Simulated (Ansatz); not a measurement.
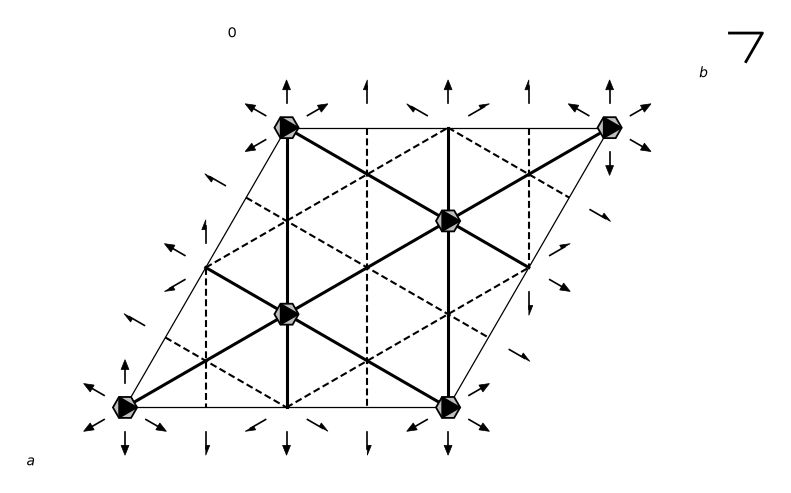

Symmetry elements of a space group, projected down c, computed from the operations of a computed or model structure of composition AlH8, which need not be its known form.

Graphical symbols as in the International Tables (origin upper left, heights as fractions; handed screw axes are marked by their printed symbols).

Which space group is it?

No. 187, P-6m2; primitive hexagonal, point group -6m2, 12 general positions a cell.

List the elements shown.

−6 axes along c at (0, 0), (1/3, 2/3), (2/3, 1/3); mirror planes holding c and [1 2 0] or [2 1 0] or [−1 1 0]; in-plane glide planes holding c and [1 2 0] or [2 1 0] or [−1 1 0]; a mirror plane normal to c at height 0; 2 axes along [1 2 0] at height 0; 2 axes along [2 1 0] at height 0; 2 axes along [−1 1 0] at height 0; 2₁ axes along [1 2 0] at height 0; 2₁ axes along [2 1 0] at height 0; 2₁ axes along [−1 1 0] at height 0. Heights repeat every half period; positions are (a, b) fractions, modulo 1.

Write the general positions (in any order).

x, y, z; −x+y, −x, −z; −y, x−y, z; x, y, −z; −x+y, −x, z; −y, x−y, −z; −y, −x, −z; x, x−y, z; −x+y, y, −z; −y, −x, z; x, x−y, −z; −x+y, y, z
